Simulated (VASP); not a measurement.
Band structure of BN (space group Fmm2). Method: r2SCAN meta-GGA, VASP's PBE PAW potentials (set 64) (plane waves; VASP).

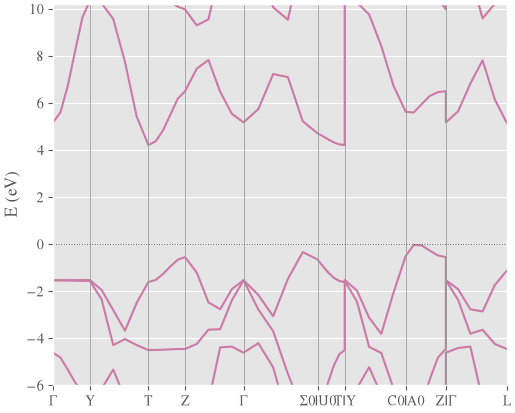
*Bands along high-symmetry lines, zero at the valence-band maximum or, without a gap, the Fermi level*

Problem. Read the plot: is there a gap, and where are the band edges?

Solution. The gap is indirect, 4.21 eV, from the valence maximum at (0.50, -0.36, 0.14) to the conduction minimum at T.

The structure comes from a computed database's BN entry (Fmm2); how it stands against other phases isn't given here. It was relaxed first.
